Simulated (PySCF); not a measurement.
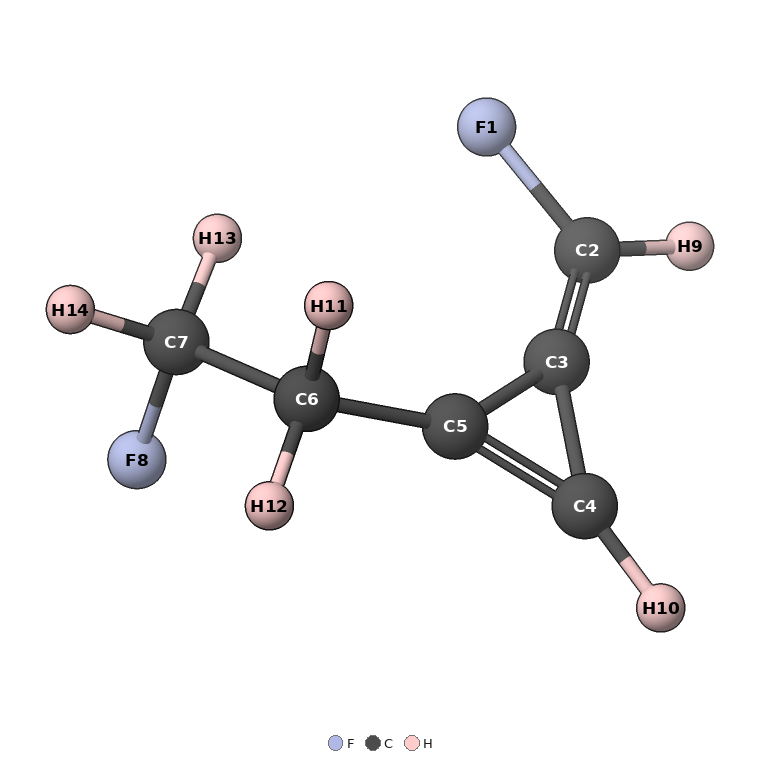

Computed geometry: PBE0-D3(BJ)/def2-SVP optimisation. No frequency run is at hand to confirm it as a minimum. Method: B3LYP/pcJ-1 indirect spin-spin coupling, non-relativistic, gas phase (PySCF 2.14.0). Isotopes: 13C, 19F, 1H.

Give the spin–spin coupling constants of these pairs, with the number of bonds between them: F1/C2, F1/H9, F1/C3, F8/H13, F8/H14, F1/C5, F1/C4, C5/F8, F8/H11, F8/H12.

```tsv
pair	bonds apart	J (Hz)
F1, C2	1	−288.3
F1, H9	2	98.5
F1, C3	2	19.4
F8, H13	2	53.0
F8, H14	2	53.4
F1, C5	3	13.8
F1, C4	3	7.7
C5, F8	3	1.3
F8, H11	3	45.6
F8, H12	3	12.3
```

Density functionals are unreliable for couplings to fluorine, so those rows may be far off.
